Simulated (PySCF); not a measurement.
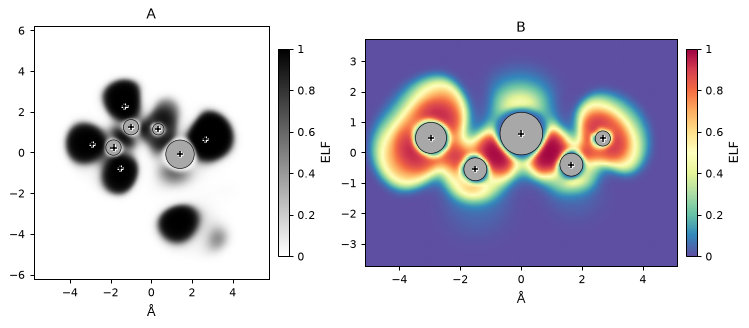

The ELF of 2 systems, each on a plane through atoms (crosses mark nuclei in the plane; grey discs cover the cores).

These are results of wB97X-D/def2-SVPD, SCF density, gas phase (PySCF 2.14.0), not measurements.

System 1: C$_{5}$H$_{10}$O$_{2}$Si (SMILES C=CO[SiH2]CC(C)=O), the plane of atoms C2, O3 and Si4. Geometry: GFN2-xTB.

```yaml
atoms:
  - { symbol: C, position_ang: [2.9181, 0.6239, -0.4123] }
  - { symbol: C, position_ang: [2.8515, -0.1706, 0.6405] }
  - { symbol: O, position_ang: [1.8073, -0.9396, 0.9938] }
  - { symbol: Si, position_ang: [0.3025, -1.1796, 0.4221] }
  - { symbol: C, position_ang: [-0.7859, 0.3789, 0.6832] }
  - { symbol: C, position_ang: [-2.1896, 0.0486, 0.3066] }
  - { symbol: C, position_ang: [-2.5778, 0.4345, -1.1011] }
  - { symbol: O, position_ang: [-2.9517, -0.5149, 1.0558] }
  - { symbol: H, position_ang: [2.0945, 0.7178, -1.0981] }
  - { symbol: H, position_ang: [3.8039, 1.1943, -0.6167] }
  - { symbol: H, position_ang: [3.6774, -0.2760, 1.3348] }
  - { symbol: H, position_ang: [-0.0996, -2.2825, 1.2755] }
  - { symbol: H, position_ang: [0.3050, -1.4952, -1.0117] }
  - { symbol: H, position_ang: [-0.7449, 0.6310, 1.7429] }
  - { symbol: H, position_ang: [-0.4113, 1.2214, 0.1042] }
  - { symbol: H, position_ang: [-3.5461, 0.0104, -1.3544] }
  - { symbol: H, position_ang: [-1.8251, 0.0845, -1.8033] }
  - { symbol: H, position_ang: [-2.6369, 1.5193, -1.1734] }
```

System 2: C$_{2}$H$_{2}$Cl$_{3}$F$_{3}$Si (SMILES FC(F)(F)[SiH2]C(Cl)(Cl)Cl), the plane of atoms Si5, C6 and Cl9. Geometry: PBE0-D3(BJ)/def2-SVP.

| atom | x (Å) | y (Å) | z (Å) |
| --- | --- | --- | --- |
| F | -2.5369 | 0.1440 | -0.9162 |
| C | -1.5017 | -0.4825 | -0.3303 |
| F | -1.2533 | -1.5875 | -1.0375 |
| F | -1.9026 | -0.8628 | 0.8861 |
| Si | -0.0027 | 0.7392 | -0.2739 |
| C | 1.5161 | -0.1103 | 0.5190 |
| Cl | 1.1306 | -0.6171 | 2.1770 |
| Cl | 1.9989 | -1.5154 | -0.4549 |
| Cl | 2.8316 | 1.0964 | 0.5406 |
| H | 0.3387 | 1.1160 | -1.6680 |
| H | -0.3924 | 1.8978 | 0.5679 |

Q: Which map belongs to which system?

A: Panel A is system 1, C$_{5}$H$_{10}$O$_{2}$Si: the plane holds C, O, Si and H. C–C (1.32 Å): the ELF peaks at about 0.95 between the atoms (a multiple bond). Panel B is system 2, C$_{2}$H$_{2}$Cl$_{3}$F$_{3}$Si: the plane holds F, C, Si and Cl. C–F (1.34 Å): the ELF peaks at about 0.85 between the atoms (a polar covalent bond).
